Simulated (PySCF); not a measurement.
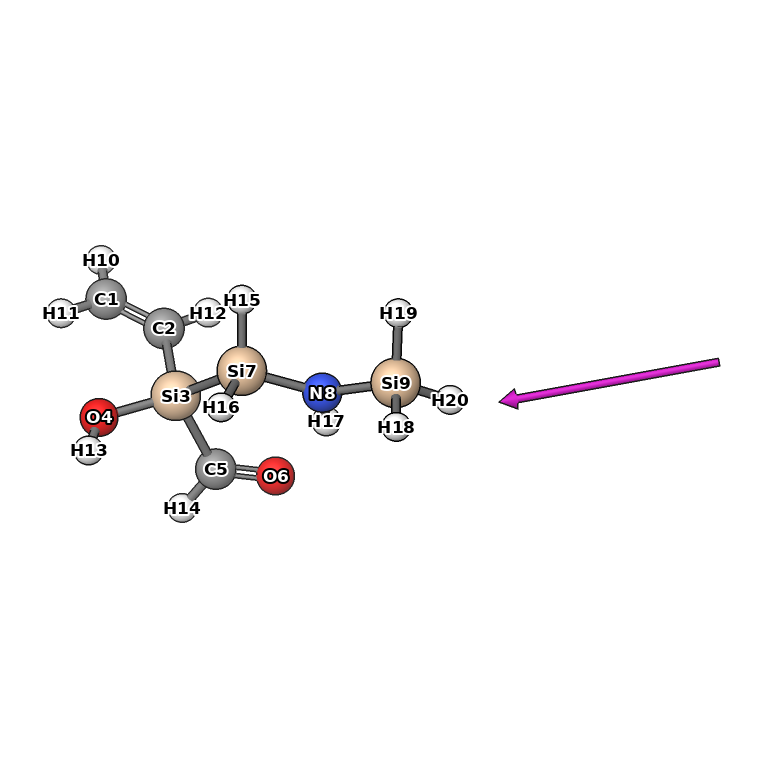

The arrow beside the molecule shows the direction of the dipole moment, from the negative to the positive end (its length means nothing). The computed structure is the end point of a GFN2-xTB optimisation. No frequency run is at hand to confirm it as a minimum. Properties computed with PBE0/pcSseg-1, gas phase (PySCF 2.14.0).

### How large is the dipole moment?

2.19 D; it points from the side of H20 to the side of H13 (the outermost atoms at the two ends).

The geometry is semi-empirical. Around Si such bond lengths and angles can be off by a tenth of an ångström or more and by several degrees, and values that hang on the shape move with them.
